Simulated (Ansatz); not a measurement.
Stretching the N7–H8 bond in CH6BN (SMILES CBN) (multiplicity 1 held, fragments rigid). Energies count from the point at 1.006 Å.
Geometry at that point (charge 0, multiplicity 1):
```xyz
9

B     -0.40474    -0.13481     0.32621
H     -1.24161    -0.47995     1.11053
C      1.10763    -0.49999     0.54395
H      1.23440    -1.58566     0.60752
H      1.46275    -0.10660     1.50204
H      1.77497    -0.12948    -0.23901
N     -0.83495     0.59936    -0.77787
H     -1.79758     0.84444    -0.93737
H     -0.21034     0.93570    -1.49344
```

R- and RO- levels are restricted; in cc, def2 and unpolarised 6-31G sets they are followed outwards from rest. U- levels take the lowest unrestricted solution at each point, which mixes spins at long bonds. Active spaces are followed from a long bond inwards. Levels need not reach the same state.

Frozen-core correlation.

Codes used: Ansatz (a first-principles code) with Gaussian orbitals. 

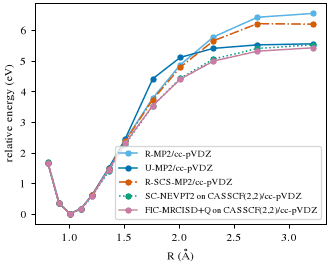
Figure. Relative energy along the coordinate

Doubts at one or more of the structures used: a restricted determinant that unrestricted orbitals would lower (R-MP2/cc-pVDZ, R-SCS-MP2/cc-pVDZ); a spin-contaminated determinant (U-MP2/cc-pVDZ).
